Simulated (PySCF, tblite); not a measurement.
**C3H8NSSi radical: geometry, infrared bands and EPR parameters**

Aim: predict the infrared bands and EPR parameters of C3H8NSSi radical (`[H]/N=[C]/[Si@H](S)CC`).

Programs: tblite 0.8.0 and PySCF 2.14.0, with density-fitted response routines of our own. Each step states its level of theory. These are calculated values for one molecule in the gas phase, unless marked as measured. Atoms count from 0, in the outputs and in this text.

## (1) The molecule as given

14 atoms, charge 0, multiplicity 2; geometry from: force field or distance geometry start.

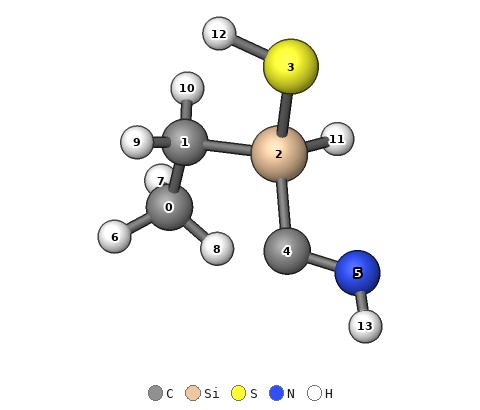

The starting geometry (carbon grey, silicon light orange, sulfur yellow, nitrogen blue, hydrogen white), atoms numbered; sticks join atoms by distance.

## (2) Geometry optimisation with GFN2-xTB

Job settings and geometry (Å):

```
{"job": {"kind": "relax", "xc": "GFN2-xTB", "basis": "xTB"}, "charge": 0, "multiplicity": 2}
C     -1.712000    -0.804600     0.102300
C     -1.054200     0.543800     0.004900
Si     0.725800     0.379100    -0.524900
S      1.648200     2.319700    -0.420400
C      1.591900    -0.864400     0.544300
N      2.623000    -1.394600    -0.040100
H     -2.166200    -0.985200     1.105400
H     -2.575100    -0.775800    -0.602500
H     -1.019100    -1.631500    -0.166100
H     -1.150600     1.009700     1.007300
H     -1.568500     1.137000    -0.779000
H      0.712900    -0.009000    -1.939200
H      0.794700     3.164000     0.296000
H      3.148400    -2.088700     0.510100
```

Launch:

```console
> OMP_NUM_THREADS=1 python probes_run.py task.json out
```

One launch serves the whole session: the jobs run in the order shown.

Log:

```text
step      E/eV     max force
  0    -497.52432    4.443
  1    -497.69568    5.305
  2    -497.86016    0.833
  3    -497.90543    0.597
  4    -497.99118    0.702
  5    -498.01783    0.475
  6    -498.04599    0.306
  7    -498.05829    0.292
  8    -498.07776    0.329
  9    -498.09400    0.320
 10    -498.11014    0.312
 11    -498.12275    0.303
 12    -498.13481    0.274
 13    -498.14549    0.236
 14    -498.15603    0.252
 15    -498.16556    0.230
 16    -498.17448    0.302
 17    -498.18402    0.275
 18    -498.19422    0.309
 19    -498.20329    0.252
 20    -498.20864    0.626
 21    -498.21238    0.335
 22    -498.21644    0.129
 23    -498.21916    0.134
 24    -498.22231    0.133
 25    -498.22555    0.179
 26    -498.22980    0.194
 27    -498.23394    0.176
 28    -498.23849    0.140
 29    -498.24202    0.141
 30    -498.24431    0.139
 31    -498.24637    0.122
 32    -498.24820    0.114
 33    -498.24970    0.100
 34    -498.25114    0.112
 35    -498.25276    0.113
 36    -498.25496    0.169
 37    -498.25780    0.165
 38    -498.26091    0.149
 39    -498.26382    0.161
 40    -498.26729    0.181
 41    -498.27196    0.183
 42    -498.27846    0.198
 43    -498.28513    0.156
 44    -498.28934    0.273
 45    -498.29272    0.214
 46    -498.29649    0.132
 47    -498.30230    0.171
 48    -498.31013    0.230
 49    -498.31722    0.272
 50    -498.32241    0.306
 51    -498.32699    0.248
 52    -498.33217    0.195
 53    -498.34010    0.144
 54    -498.34506    0.151
 55    -498.34905    0.159
 56    -498.35196    0.178
 57    -498.35551    0.117
 58    -498.35864    0.139
 59    -498.36026    0.204
 60    -498.36157    0.069
 61    -498.36214    0.056
 62    -498.36264    0.050
 63    -498.36303    0.045
 64    -498.36331    0.041
 65    -498.36344    0.028
 66    -498.36354    0.030
 67    -498.36369    0.041
 68    -498.36397    0.051
 69    -498.36438    0.067
 70    -498.36482    0.056
 71    -498.36513    0.040
 72    -498.36533    0.035
 73    -498.36557    0.044
 74    -498.36592    0.067
 75    -498.36638    0.070
 76    -498.36679    0.078
 77    -498.36707    0.049
 78    -498.36732    0.044
 79    -498.36764    0.054
 80    -498.36803    0.057
 81    -498.36831    0.038
 82    -498.36849    0.031
 83    -498.36863    0.035
 84    -498.36878    0.033
 85    -498.36891    0.031
 86    -498.36901    0.029
 87    -498.36911    0.033
 88    -498.36926    0.035
 89    -498.36946    0.034
 90    -498.36962    0.037
 91    -498.36971    0.027
 92    -498.36976    0.024
 93    -498.36981    0.022
 94    -498.36992    0.027
 95    -498.37004    0.029
 96    -498.37012    0.020
 97    -498.37015    0.011
 98    -498.37016    0.013
 99    -498.37019    0.018
100    -498.37024    0.024
101    -498.37031    0.026
102    -498.37037    0.020
103    -498.37041    0.019
104    -498.37044    0.016
105    -498.37048    0.015
106    -498.37053    0.019
107    -498.37058    0.019
108    -498.37062    0.016
109    -498.37066    0.021
110    -498.37069    0.026
111    -498.37073    0.028
112    -498.37075    0.014
113    -498.37076    0.012
114    -498.37076    0.007
```

It took 0.77 s on 1 thread of Arm Neoverse V1, shared host.

Step by step: (not every step is listed)

| step | energy from step 0 (eV) | largest force (eV/Å) |
| --- | --- | --- |
| 0 | 0.0000 | 4.4430 |
| 1 | -0.1714 | 5.3048 |
| 2 | -0.3358 | 0.8331 |
| 3 | -0.3811 | 0.5974 |
| 4 | -0.4669 | 0.7015 |
| 5 | -0.4935 | 0.4751 |
| 6 | -0.5217 | 0.3062 |
| 7 | -0.5340 | 0.2921 |
| 8 | -0.5534 | 0.3294 |
| 18 | -0.6699 | 0.3091 |
| 28 | -0.7142 | 0.1401 |
| 38 | -0.7366 | 0.1491 |
| 48 | -0.7858 | 0.2297 |
| 58 | -0.8343 | 0.1388 |
| 68 | -0.8397 | 0.0513 |
| 78 | -0.8430 | 0.0440 |
| 88 | -0.8449 | 0.0354 |
| 98 | -0.8458 | 0.0128 |
| 108 | -0.8463 | 0.0164 |
| 109 | -0.8463 | 0.0207 |
| 110 | -0.8464 | 0.0258 |
| 111 | -0.8464 | 0.0281 |
| 112 | -0.8464 | 0.0145 |
| 113 | -0.8464 | 0.0121 |
| 114 | -0.8464 | 0.0068 |

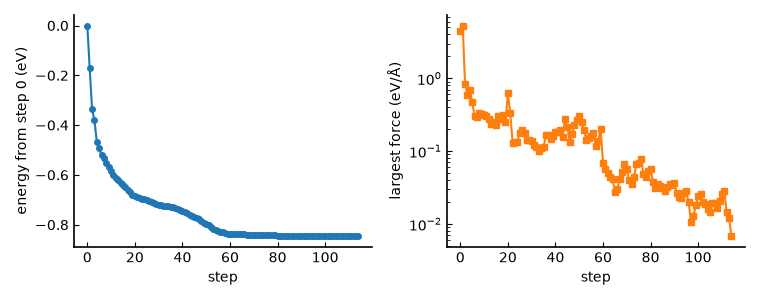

Energy and largest force along the relaxation.

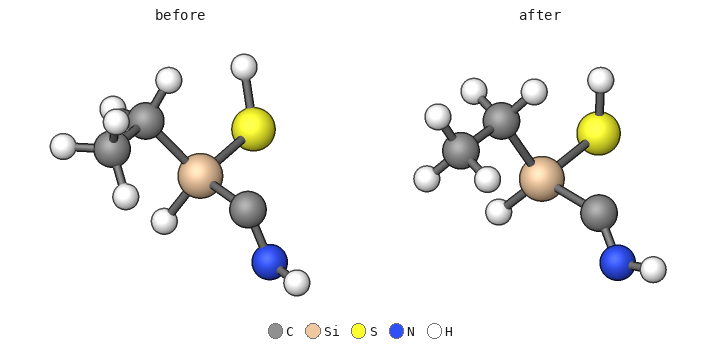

The geometry before (left) and after (right).

Distances of close pairs at the start and the end, largest changes first:

| bond | before (Å) | after (Å) | change (Å) |
| --- | --- | --- | --- |
| C4–N5 | 1.298 | 1.220 | -0.079 |
| S3–H12 | 1.398 | 1.323 | -0.075 |
| C1–Si2 | 1.864 | 1.901 | +0.037 |
| C0–H7 | 1.115 | 1.087 | -0.027 |
| C0–H6 | 1.116 | 1.089 | -0.027 |
| C0–H8 | 1.112 | 1.088 | -0.024 |
| Si2–S3 | 2.151 | 2.171 | +0.020 |
| C0–C1 | 1.503 | 1.523 | +0.020 |

The end geometry stands in the next job.

## (3) Harmonic vibrations with GFN2-xTB

Job settings and geometry (Å):

```
{"job": {"kind": "ir", "xc": "GFN2-xTB", "basis": "xTB"}, "charge": 0, "multiplicity": 2}
C     -1.737868    -0.837522     0.073422
C     -1.001269     0.493540     0.146108
Si     0.640044     0.455549    -0.812795
S      1.635591     2.379654    -0.669936
C      1.749322    -0.614843     0.208071
N      2.509168    -1.561154     0.086226
H     -2.678140    -0.792857     0.620202
H     -1.957097    -1.098832    -0.959052
H     -1.131919    -1.633791     0.500140
H     -0.824922     0.744220     1.194732
H     -1.644041     1.278325    -0.256830
H      0.403345     0.314175    -2.250427
H      0.967746     2.824316     0.382410
H      3.069363    -1.951254     0.835664
```

Log:

```text
mode    cm-1     km/mol
  1      32.4     34.71
  2      49.6      0.50
  3      68.7      0.22
  4     111.4      5.69
  5     151.0      2.49
  6     224.6      1.68
  7     245.8      4.35
  8     265.5     20.12
  9     287.1      0.10
 10     489.7     45.94
 11     571.3    113.69
 12     588.2    102.40
 13     642.8     71.34
 14     656.2     57.76
 15     711.2     53.72
 16     743.3    109.32
 17     760.8    122.02
 18     978.9    137.34
 19     986.4     39.03
 20    1023.9      9.12
 21    1080.5     13.74
 22    1242.4      1.70
 23    1292.6      2.59
 24    1423.2      0.60
 25    1478.5      0.46
 26    1512.6      0.96
 27    1513.9      4.33
 28    1922.9    165.14
 29    2225.1    198.63
 30    2477.1    106.44
 31    2959.4     32.83
 32    2978.8     30.30
 33    3017.9     47.14
 34    3029.4     46.04
 35    3038.6     24.81
 36    3301.6      3.24
```

It took 0.46 s on 1 thread of Arm Neoverse V1, shared host.

Which atoms move in the most intense modes:

```csv
cm⁻¹,km/mol,atoms
571,113.7,"H11 62 %, H13 24 %"
588,102.4,"H13 50 %, H11 35 %"
743,109.3,"H12 21 %, H9 19 %, Si2 13 %, C1 13 %"
761,122.0,"Si2 27 %, H12 15 %, C1 13 %, H10 12 %"
979,137.3,"H13 68 %, N5 14 %"
1923,165.1,"C4 60 %, N5 38 %"
2225,198.6,H11 97 %
2477,106.4,H12 97 %
```

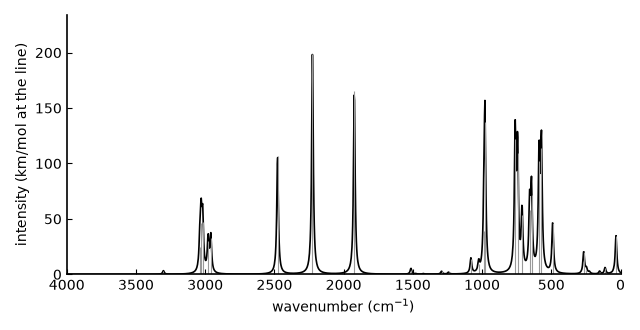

The infrared spectrum from these modes, unscaled. Lines are broadened to a width of 14 cm⁻¹ (Lorentzian).

## (4) EPR parameters: B3LYP/pcH-1

The job, as its differences from that of step 3:

```diff
@@ -1,2 +1,2 @@
-{"job": {"kind": "ir", "xc": "GFN2-xTB", "basis": "xTB"}, "charge": 0, "multiplicity": 2}
+{"job": {"kind": "epr", "basis": "pcH-1"}, "charge": 0, "multiplicity": 2}
 C     -1.737868    -0.837522     0.073422
```

Method: UKS B3LYP, pcH-1 on C H N S Si, non-relativistic, mean-field spin-orbit, GIAO.

Log:

```text
UKS, coarse grid
  cycle   1  E = -861.50626420  |g| = 3.62e-01
  cycle   2  E = -861.47161752  |g| = 4.51e-01
  cycle   3  E = -861.56239981  |g| = 1.19e-01
  cycle   4  E = -861.56726656  |g| = 6.09e-02
  cycle   5  E = -861.56885277  |g| = 8.96e-03
  cycle   6  E = -861.56889283  |g| = 4.08e-03
  cycle   7  E = -861.56890229  |g| = 8.83e-04
UKS, final grid
  cycle   1  E = -861.56887362  |g| = 1.06e-03
  cycle   2  E = -861.56887277  |g| = 1.83e-03
  cycle   3  E = -861.56887433  |g| = 3.95e-04
  cycle   4  E = -861.56887442  |g| = 1.29e-04
  cycle   5  E = -861.56887446  |g| = 6.38e-05
  cycle   6  E = -861.56887447  |g| = 2.00e-05
E = -861.56887447 Eh   <S^2> = 0.7529 (exact 0.7500)
g shifts (ppm)      1          2          3
  rmc          -168       -168       -168
  gc             26         14        -22
  oz_so       -3809       -439       1023
  total       -3951       -592        833
hyperfine (MHz)  atom isotope    a_iso     a_fc   dipolar eigenvalues
    0   13C       0.54       0.54     -0.40     -0.31      0.71
    1   13C      -0.63      -0.63     -0.75     -0.01      0.76
    2  29Si    -139.76    -139.94    -26.56     10.34     16.21
    3   33S      -1.00      -1.00     -0.79      0.25      0.53
    4   13C     122.47     122.75    -52.59    -49.61    102.20
    5   14N      32.93      33.02    -15.12    -13.48     28.60
    6    1H       0.40       0.40     -0.81     -0.71      1.51
    7    1H      -0.06      -0.07     -1.22     -0.94      2.17
    8    1H       0.13       0.13     -2.05     -1.75      3.80
    9    1H       0.76       0.76     -2.59     -1.78      4.37
   10    1H      -1.38      -1.38     -1.36     -0.75      2.10
   11    1H      85.15      85.15     -3.55     -1.11      4.67
   12    1H       2.32       2.32     -1.68     -1.24      2.93
   13    1H     173.30     173.33    -15.68     -8.24     23.92
```

It took 77 s on 1 thread of Arm Neoverse V1, shared host; peak memory 0.95 GiB.

Principal g values 1.99837, 2.00173, 2.00315; g(iso) = 2.00108, against 2.00232 for a free electron.

Hyperfine couplings; where a row names several nuclei, a(iso) is their mean (it holds for fast rotation or exchange) and the dipolar term the largest among them:

| nuclei | isotope | a(iso) (MHz) | a(iso) (G, at g = 2.0023) | largest dipolar term (MHz) |
| --- | --- | --- | --- | --- |
| H13 | 1H | 173.3 | 61.8 | 23.9 |
| Si2 | 29Si | -139.8 | -49.9 | -26.6 |
| C4 | 13C | 122.5 | 43.7 | 102.2 |
| H11 | 1H | 85.1 | 30.4 | 4.7 |
| N5 | 14N | 32.9 | 11.8 | 28.6 |
| H12 | 1H | 2.3 | 0.8 | 2.9 |
| H10 | 1H | -1.4 | -0.5 | 2.1 |
| S3 | 33S | -1.0 | -0.4 | -0.8 |
| H9 | 1H | 0.8 | 0.3 | 4.4 |
| C1 | 13C | -0.6 | -0.2 | 0.8 |
| C0 | 13C | 0.5 | 0.2 | 0.7 |
| H6, H7, H8 | 1H | 0.2 | 0.1 | 3.8 |

Mulliken spin populations:

C0 0.00; C1 -0.01; Si2 0.09; S3 -0.01; C4 0.62; N5 0.19; H6 0.00; H7 0.00; H8 0.00; H9 0.00; H10 0.00; H11 0.06; H12 0.00; H13 0.05

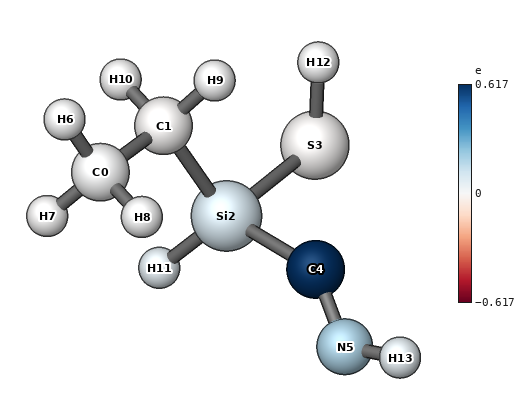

Mulliken spin populations, as colours on the atoms.

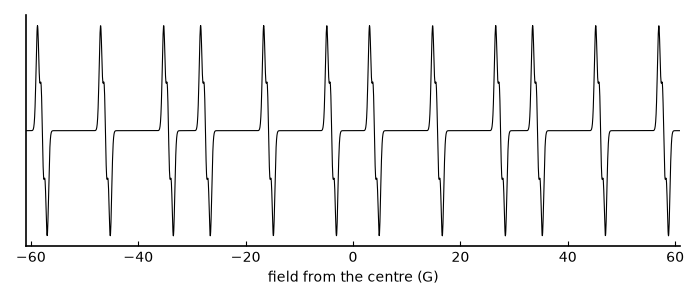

First-order isotropic spectrum (first derivative, main isotopes with spin only, couplings over 0.8 MHz, Gaussian width 0.3 G; couplings of the frozen geometry, rotation of groups not averaged beyond the rows shown).

The fields below are evaluated on a grid from the run's orbitals.

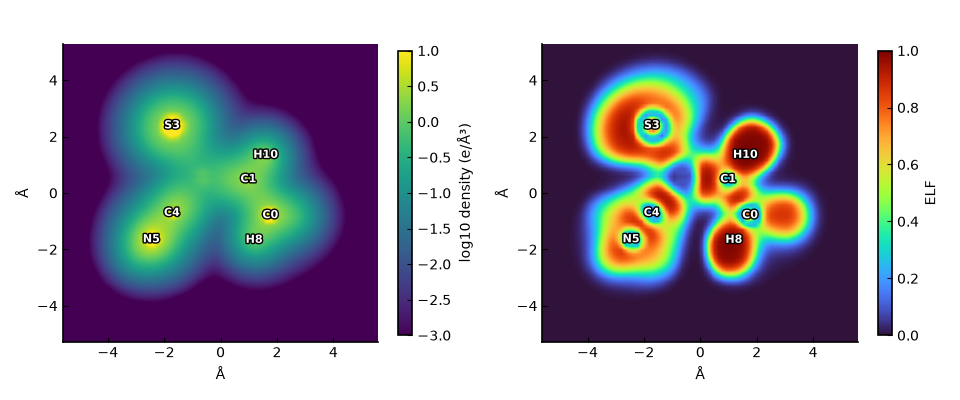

Density (left) and ELF (right) in a plane through or near 7 of the atoms.

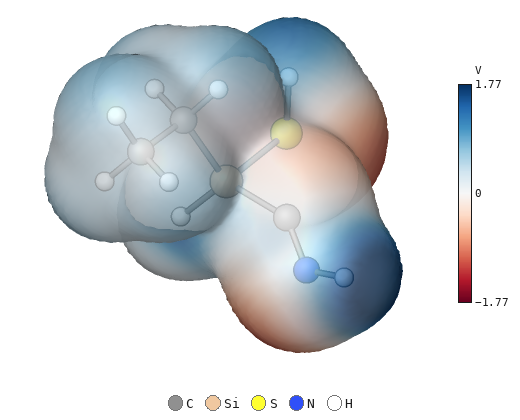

Electrostatic potential on the surface of density 0.002 e/bohr³; red is low, blue high. It runs from -1.04 V near N5 to 1.77 V near H13.

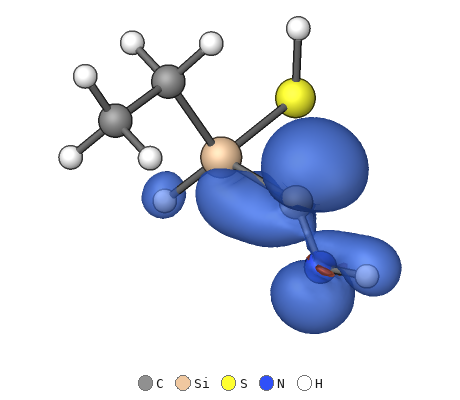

Spin density at ±0.03 e/Å³ (alpha excess blue, beta excess red).

## (5) Summary of results

```
                                 quantity                  value
strongest single infrared mode (GFN2-xTB)  2225 cm⁻¹, 199 km/mol
             zero-point energy (GFN2-xTB)          63.0 kcal/mol
                           g(iso) (B3LYP)                2.00108
                                     ⟨S²⟩     0.753 (exact 0.75)
       largest a(iso) (averaged by class)   1H on H13, 173.3 MHz
    surface potential, least and greatest     -1.04 V and 1.77 V
```

What this shows: Over 114 steps the energy fell by 0.846 eV; of the close pairs, C4–N5 changed most, 1.298 to 1.220 Å. All 36 modes are real, so the xTB geometry is a minimum. The strongest single mode, at 2225 cm⁻¹, moves mainly H11. Unscaled tight-binding wavenumbers are off by several per cent, some by more. Its intensities can rank the bands wrongly. The largest share of the spin, 0.62 e, sits on C4. The isotropic g lies 1.2 ppt below the free-electron value.
